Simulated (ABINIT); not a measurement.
# GaP (F-43m): changed settings of a GW run in ABINIT

A base run on GaP (F-43m), then changed inputs.

Main program and level: ABINIT 10.8.3; PBE and many-body steps on it, plane waves.

## (1) The starting structure

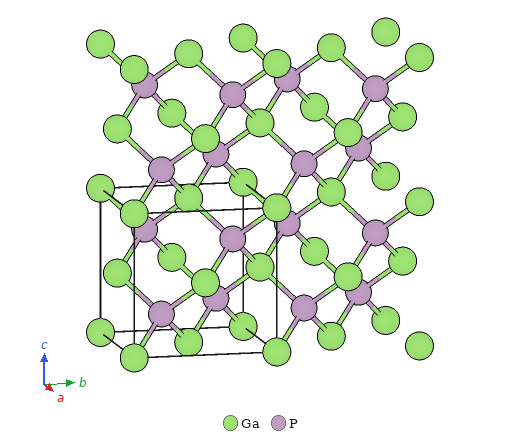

The starting structure, seen slightly off an axis (gallium green, phosphorus pink). 1×2×2 cells are drawn. This picture shows the conventional cell, with its axes. Bonds to atoms that aren't drawn are left out. Some periodic images of atoms are drawn too.

The cell and positions come from the Crystallography Open Database and are kept as given unless a step says otherwise.

## (2) Screening, 4×4×4 mesh, 66 bands, screening to 136.1 eV

This step: ABINIT 10.8.3; RPA screening on PBE, plane waves, norm-conserving pseudopotentials.

The RPA dielectric matrix is built and inverted for each q.

File run.abi:

```
acell 3*1.0 Angstrom
rprim 
  0.000000000000 2.725250000000 2.725250000000
  2.725250000000 0.000000000000 2.725250000000
  2.725250000000 2.725250000000 0.000000000000
ntypat 2
znucl 31 15
natom 2
typat 1 2
xred 
  0.000000000000 0.000000000000 0.000000000000
  0.250000000000 0.250000000000 0.250000000000
pp_dirpath "pseudos"
pseudos "Ga.upf, P.upf"
ecut 45
ngkpt 4 4 4
nshiftk 1
shiftk 0 0 0
kptopt 1
chksymbreak 0
istwfk *1
occopt 1
irdwfk 1
optdriver 3
nband 66
ecuteps 5
inclvkb 2
awtr 1
symchi 1
indata_prefix "in"
outdata_prefix "out"
tmpdata_prefix "tmp"
```

On the command line:

```console
OMP_NUM_THREADS=1 mpirun -n 4 abinit run.abi > log
```

What it wrote:

```text
.Version 10.8.3 of ABINIT. v10.8.2 released Aug 2026.

 Symmetries : space group F-4 3 m (#216); Bravais cF (face-center cubic)
[... echo of the input left out ...]
== DATASET  1 ==================================================================
-   mpi_nproc: 4, omp_nthreads: 1 (-1 if OMP is not activated)

--- !DatasetInfo
iteration_state: {dtset: 1, }
dimensions: {natom: 2, nkpt: 8, mband: 66, nsppol: 1, nspinor: 1, nspden: 1, mpw: 3972, }
cutoff_energies: {ecut:  45.0, pawecutdg:  -1.0, }
electrons: {nelect:   2.60000000E+01, charge:   0.00000000E+00, occopt:   1.00000000E+00, tsmear:   1.00000000E-02, }

 SCREENING: Calculation of the susceptibility and dielectric matrices

 Based on a program developped by R.W. Godby, V. Olevano, G. Onida, and L. Reining.
 Incorporated in ABINIT by V. Olevano, G.-M. Rignanese, and M. Torrent.
.Using double precision arithmetic ; gwpc =  8

[... cell and pseudopotentials left out ...]
--------------------------------------------------------------------------------

 ==== K-mesh for the wavefunctions ====
 Number of points in the irreducible wedge :     8
[... list of points left out ...]
 Together with 24 symmetry operations and time-reversal symmetry
 yields    64 points in the full Brillouin Zone.

 ==== Q-mesh for the screening function ====
 Number of points in the irreducible wedge :     8
[... list of points left out ...]
 Together with 24 symmetry operations and time-reversal symmetry
 yields    64 points in the full Brillouin Zone.

 setmesh: FFT mesh size selected  =    30x   30x   30
          total number of points  =        27000

 vcoul_init : cutoff-mode = AUXILIARY_FUNCTION
 q-points for optical limit:   1
     1)      0.000010    0.000020    0.000030

- screening: taking advantage of time-reversal symmetry
- Maximum band index for partially occupied states nbvw = 13
- Remaining bands to be divided among processors   nbcw = 53
- Number of bands treated by each node ~13

 Number of electrons calculated from density =   26.0000; Expected =   26.0000
 average of density, n =  0.095176
 r_s =    1.3587
 omega_plasma =   29.7591 [eV]

 calculating chi0 at frequencies [eV] :
  1    0.000000E+00    0.000000E+00
  2    0.000000E+00    2.975908E+01

--------------------------------------------------------------------------------
  q-point number  1        q = ( 0.000000, 0.000000, 0.000000) [r.l.u.]
--------------------------------------------------------------------------------
[... chi0 elements left out ...]
 For q-point:  0.000010 0.000020 0.000030
  dielectric constant =  18.0915
  dielectric constant without local fields =  19.7058

  Average fulfillment of the sum rule on Im[epsilon] for q-point    1 :     34.96  [%]
[... wings left out ...]
  q-point number  2        q = ( 0.250000, 0.000000, 0.000000) [r.l.u.]
--------------------------------------------------------------------------------
[... chi0 elements left out ...]
  Average fulfillment of the sum rule on Im[epsilon] for q-point    2 :     41.68  [%]

 [... 6 further q-points ...]
```

It took 32 s on 4 MPI ranks of Intel Xeon Platinum 8259CL at 2.50GHz (Skylake/Cascade Lake), shared host; peak memory 0.76 GiB; 2.1 min of CPU time.

Numbers from this step:

```yaml
eps_infinity_with_local_fields_on_this_mesh_along_the_program_s_q_direction: 18.09
the_same_without_local_fields: 19.71
plasma_frequency: 29.76 eV
plane_waves_in_the_screening_matrix: 137
```

Local fields lower ε∞ by 8 %. On a Γ-centred mesh this coarse the value itself is usually too large, while a short band sum pulls it down.

## (3) Base

The self-energy is evaluated for the states that the input lists, and the levels follow from it, in one-shot runs by the linearised quasiparticle equation.

This step: G0W0 on PBE, plane waves, norm-conserving pseudopotentials.

Edit run.abi of step 2 so:

```diff
@@ -23,8 +23,17 @@
 irdwfk 1
-optdriver 3
+optdriver 4
 nband 66
+gwcalctyp 0
+ecutsigx 45
+symsigma 1
+nkptgw 2
+kptgw 
+  0.0000000000 0.0000000000 0.0000000000
+  0.5000000000 0.5000000000 0.0000000000
+bdgw 
+  11 17
+  12 15
 ecuteps 5
-inclvkb 2
-awtr 1
-symchi 1
+irdscr 1
+ppmodel 1
 indata_prefix "in"
```

What it wrote:

```text
.Version 10.8.3 of ABINIT. v10.8.2 released Aug 2026.

 Symmetries : space group F-4 3 m (#216); Bravais cF (face-center cubic)
[... echo of the input left out ...]
== DATASET  1 ==================================================================
-   mpi_nproc: 4, omp_nthreads: 1 (-1 if OMP is not activated)

--- !DatasetInfo
iteration_state: {dtset: 1, }
dimensions: {natom: 2, nkpt: 8, mband: 66, nsppol: 1, nspinor: 1, nspden: 1, mpw: 3972, }
cutoff_energies: {ecut:  45.0, pawecutdg:  -1.0, }
electrons: {nelect:   2.60000000E+01, charge:   0.00000000E+00, occopt:   1.00000000E+00, tsmear:   1.00000000E-02, }

 SIGMA: Calculation of the GW corrections

 Based on a program developped by R.W. Godby, V. Olevano, G. Onida, and L. Reining.
 Incorporated in ABINIT by V. Olevano, G.-M. Rignanese, and M. Torrent.
.Using double precision arithmetic ; gwpc =  8

[... cell and pseudopotentials left out ...]
--------------------------------------------------------------------------------

 ==== K-mesh for the wavefunctions ====
 Number of points in the irreducible wedge :     8
[... list of points left out ...]
 Together with 24 symmetry operations and time-reversal symmetry
 yields    64 points in the full Brillouin Zone.

 ==== Q-mesh for screening function ====
 Number of points in the irreducible wedge :     8
[... list of points left out ...]
 Together with 24 symmetry operations and time-reversal symmetry
 yields    64 points in the full Brillouin Zone.

 vcoul_init : cutoff-mode = AUXILIARY_FUNCTION
 q-points for optical limit:   1
     1)      0.000010    0.000020    0.000030
 setmesh: FFT mesh size selected  =    45x   45x   45
          total number of points  =        91125

 Number of electrons calculated from density =   26.0000; Expected =   26.0000
 average of density, n =  0.095176
 r_s =    1.3587
 omega_plasma =   29.7591 [eV]

 === KS Band Gaps ===
  >>>> For spin  1
   Minimum direct gap =   1.8094 [eV], located at k-point      :   0.0000  0.0000  0.0000
   Fundamental gap    =   1.6525 [eV], Top of valence bands at :   0.0000  0.0000  0.0000
                                       Bottom of conduction at :   0.5000  0.5000  0.0000
 SIGMA fundamental parameters:
 PLASMON POLE MODEL  1
 number of plane-waves for SigmaX                 3839
 number of plane-waves for SigmaC and W            137
 number of plane-waves for wavefunctions          3839
 number of bands                                    66
 number of independent spin polarizations            1
 number of spinorial components                      1
 number of k-points in IBZ                           8
 number of q-points in IBZ                           8
 number of symmetry operations                      24
 number of k-points in BZ                           64
 number of q-points in BZ                           64
 number of frequencies for dSigma/dE                 9
 frequency step for dSigma/dE [eV]                0.25
 number of omega for Sigma on real axis              0
 max omega for Sigma on real axis  [eV]           0.00
 zcut for avoiding poles [eV]                     0.10

 EPSILON^-1 parameters (SCR file):
 dimension of the eps^-1 matrix on file            137
 dimension of the eps^-1 matrix used               137
 number of plane-waves for wavefunctions          3839
 number of bands                                    66
 number of q-points in IBZ                           8
 number of frequencies                               2
 number of real frequencies                          1
 number of imag frequencies                          1

 matrix elements of self-energy operator (all in [eV])

 Perturbative Calculation

--- !SelfEnergy_ee
iteration_state: {dtset: 1, }
kpoint     : [   0.000,    0.000,    0.000, ]
spin       : 1
KS_gap     :    1.809
QP_gap     :    2.678
Delta_QP_KS:    0.869
data: !SigmaeeData |
     Band     E0 <VxcDFT>   SigX SigC(E0)      Z dSigC/dE  Sig(E)    E-E0       E
       11   5.227 -13.290 -15.271   1.429   0.783  -0.276 -13.723  -0.433   4.794
       12   5.227 -13.290 -15.271   1.429   0.783  -0.276 -13.723  -0.433   4.794
       13   5.227 -13.290 -15.271   1.429   0.783  -0.276 -13.723  -0.433   4.794
       14   7.037 -12.704  -8.093  -4.059   0.791  -0.264 -12.268   0.436   7.473
       15   9.112 -11.361  -6.717  -4.111   0.796  -0.256 -10.937   0.424   9.536
       16   9.112 -11.361  -6.717  -4.111   0.796  -0.256 -10.937   0.424   9.536
       17   9.112 -11.361  -6.717  -4.111   0.796  -0.256 -10.937   0.424   9.536

--- !SelfEnergy_ee
iteration_state: {dtset: 1, }
kpoint     : [   0.500,    0.500,    0.000, ]
spin       : 1
KS_gap     :    4.338
QP_gap     :    4.981
Delta_QP_KS:    0.643
data: !SigmaeeData |
     Band     E0 <VxcDFT>   SigX SigC(E0)      Z dSigC/dE  Sig(E)    E-E0       E
       12   2.542 -11.795 -14.741   2.203   0.774  -0.292 -12.370  -0.575   1.967
       13   2.542 -11.795 -14.741   2.203   0.774  -0.292 -12.370  -0.575   1.967
       14   6.880  -9.776  -5.923  -3.769   0.808  -0.237  -9.708   0.068   6.948
       15   7.048 -10.956  -6.909  -3.774   0.802  -0.248 -10.737   0.218   7.266

== END DATASET(S) ==============================================================
================================================================================

 -outvars: echo values of variables after computation  --------
           etotal      0.0000000000E+00
            nband          66
             nkpt           8
          spgroup         216
 [... the other variables as echoed above ...]

 Calculation completed.
```

Elapsed: 12 s, on 4 MPI ranks; peak memory 0.71 GiB; 48 s of CPU time.

This step gave:

* G0W0 gap on the points computed: 2.154 eV
* starting gap on the mesh: 1.653 eV
* k of the valence top: 0, 0, 0
* k of the conduction bottom: 0.5, 0.5, 0
* Z at the valence top: 0.783
* Z at the conduction bottom: 0.808
* least direct G0W0 gap on the computed points: 2.679 eV

The gap on the mesh goes from 1.65 eV to 2.15 eV, a correction of +0.50 eV.

## (4) Scissors in G

Edit run.abi of step 3 so:

```diff
@@ -38,2 +38,3 @@
 ppmodel 1
+mbpt_sciss 1.0 eV
 indata_prefix "in"
```

What it wrote:

```text
.Version 10.8.3 of ABINIT. v10.8.2 released Aug 2026.

 Symmetries : space group F-4 3 m (#216); Bravais cF (face-center cubic)
[... echo of the input left out ...]
== DATASET  1 ==================================================================
-   mpi_nproc: 4, omp_nthreads: 1 (-1 if OMP is not activated)

--- !DatasetInfo
iteration_state: {dtset: 1, }
dimensions: {natom: 2, nkpt: 8, mband: 66, nsppol: 1, nspinor: 1, nspden: 1, mpw: 3972, }
cutoff_energies: {ecut:  45.0, pawecutdg:  -1.0, }
electrons: {nelect:   2.60000000E+01, charge:   0.00000000E+00, occopt:   1.00000000E+00, tsmear:   1.00000000E-02, }

 SIGMA: Calculation of the GW corrections

 Based on a program developped by R.W. Godby, V. Olevano, G. Onida, and L. Reining.
 Incorporated in ABINIT by V. Olevano, G.-M. Rignanese, and M. Torrent.
.Using double precision arithmetic ; gwpc =  8

[... cell and pseudopotentials left out ...]
--------------------------------------------------------------------------------

 ==== K-mesh for the wavefunctions ====
 Number of points in the irreducible wedge :     8
[... list of points left out ...]
 Together with 24 symmetry operations and time-reversal symmetry
 yields    64 points in the full Brillouin Zone.

 ==== Q-mesh for screening function ====
 Number of points in the irreducible wedge :     8
[... list of points left out ...]
 Together with 24 symmetry operations and time-reversal symmetry
 yields    64 points in the full Brillouin Zone.

 vcoul_init : cutoff-mode = AUXILIARY_FUNCTION
 q-points for optical limit:   1
     1)      0.000010    0.000020    0.000030
 setmesh: FFT mesh size selected  =    45x   45x   45
          total number of points  =        91125

 Number of electrons calculated from density =   26.0000; Expected =   26.0000
[...]
max omega for Sigma on real axis  [eV]           0.00
 zcut for avoiding poles [eV]                     0.10
 scissor energy [eV]                              1.00

 EPSILON^-1 parameters (SCR file):
 dimension of the eps^-1 matrix on file            137
 dimension of the eps^-1 matrix used               137
 number of plane-waves for wavefunctions          3839
 number of bands                                    66
 number of q-points in IBZ                           8
 number of frequencies                               2
 number of real frequencies                          1
 number of imag frequencies                          1

 matrix elements of self-energy operator (all in [eV])

 Perturbative Calculation

--- !SelfEnergy_ee
iteration_state: {dtset: 1, }
kpoint     : [   0.000,    0.000,    0.000, ]
spin       : 1
KS_gap     :    1.809
QP_gap     :    2.789
Delta_QP_KS:    0.979
data: !SigmaeeData |
     Band     E0 <VxcDFT>   SigX SigC(E0)      Z dSigC/dE  Sig(E)    E-E0       E
       11   5.227 -13.290 -15.271   1.509   0.787  -0.271 -13.662  -0.372   4.856
       12   5.227 -13.290 -15.271   1.509   0.787  -0.271 -13.662  -0.372   4.856
       13   5.227 -13.290 -15.271   1.509   0.787  -0.271 -13.662  -0.372   4.856
[...]
--- !SelfEnergy_ee
iteration_state: {dtset: 1, }
kpoint     : [   0.500,    0.500,    0.000, ]
spin       : 1
KS_gap     :    4.338
QP_gap     :    5.093
Delta_QP_KS:    0.756
data: !SigmaeeData |
     Band     E0 <VxcDFT>   SigX SigC(E0)      Z dSigC/dE  Sig(E)    E-E0       E
[...]
14   6.880  -9.776  -5.923  -3.805   0.810  -0.235  -9.547   0.229   7.108
       15   7.048 -10.956  -6.909  -3.816   0.804  -0.244 -10.574   0.382   7.429

== END DATASET(S) ==============================================================
================================================================================

 -outvars: echo values of variables after computation  --------
           etotal      0.0000000000E+00
            nband          66
             nkpt           8
          spgroup         216
 [... the other variables as echoed above ...]

 Calculation completed.
```

Run time: 12 s. Hardware: 4 MPI ranks; peak memory 0.71 GiB; 49 s of CPU time.

Numbers from this step:

- G0W0 gap on the points computed: 2.252 eV
- starting gap on the mesh: 1.653 eV
- k of the valence top: 0, 0, 0
- k of the conduction bottom: 0.5, 0.5, 0
- Z at the valence top: 0.787
- Z at the conduction bottom: 0.81
- least direct G0W0 gap on the computed points: 2.788 eV

## (5) No symmetry in the self-energy

Edit run.abi of step 4 so:

```diff
@@ -27,3 +27,3 @@
 ecutsigx 45
-symsigma 1
+symsigma 0
 nkptgw 2
@@ -38,3 +38,2 @@
 ppmodel 1
-mbpt_sciss 1.0 eV
 indata_prefix "in"
```

What it wrote:

```text
.Version 10.8.3 of ABINIT. v10.8.2 released Aug 2026.

 Symmetries : space group F-4 3 m (#216); Bravais cF (face-center cubic)
[... echo of the input left out ...]
== DATASET  1 ==================================================================
-   mpi_nproc: 4, omp_nthreads: 1 (-1 if OMP is not activated)

--- !DatasetInfo
iteration_state: {dtset: 1, }
dimensions: {natom: 2, nkpt: 8, mband: 66, nsppol: 1, nspinor: 1, nspden: 1, mpw: 3972, }
cutoff_energies: {ecut:  45.0, pawecutdg:  -1.0, }
[...]
Band     E0 <VxcDFT>   SigX SigC(E0)      Z dSigC/dE  Sig(E)    E-E0       E
[...]
14   6.880  -9.776  -5.923  -3.769   0.808  -0.237  -9.708   0.068   6.948
       15   7.048 -10.956  -6.909  -3.774   0.802  -0.248 -10.737   0.218   7.266

== END DATASET(S) ==============================================================
================================================================================

 -outvars: echo values of variables after computation  --------
           etotal      0.0000000000E+00
            nband          66
             nkpt           8
          spgroup         216
 [... the other variables as echoed above ...]

 Calculation completed.
```

Run time: 34 s. Hardware: 4 MPI ranks; peak memory 0.74 GiB; 2.3 min of CPU time.

Numbers from this step:

```
G0W0 gap on the points computed              : 2.154 eV
starting gap on the mesh                     : 1.653 eV
k of the valence top                         : 0, 0, 0
k of the conduction bottom                   : 0.5, 0.5, 0
least direct G0W0 gap on the computed points : 2.679 eV
```

Against G0W0 in ABINIT (4×4×4 mesh, 66 bands, screening to 136.1 eV, Godby-Needs plasmon pole), the gap moves by +0.000 eV.

(Continued in part 2 of 2.)

[Paths, hosts, dates, memory and timing lines, banners, echoed tables and standing remarks are left out of the program output.]

[Logs are printed without paths, hosts, clocks, repeated set-up lines and the standing remarks that a program may print on its own settings, such as how far it seeks lower states.]

[Runs of the session that timed out or met a known fault of the program may be left out.]

[Hosts, paths, dates, database ids (printed as entryN), source tags and the programs' standing remarks are cut or masked in the printed files.]

[G0W0 gaps are taken among the corrected bands and points alone; a level outside them can change the order at an edge.]

[Where Ansatz stands beside ABINIT at settings called matched, ABINIT's density can come from a denser mesh and the files from another edition; pairs whose starting gaps differed by over 0.03 eV were left out, so agreement reads better than it is.]
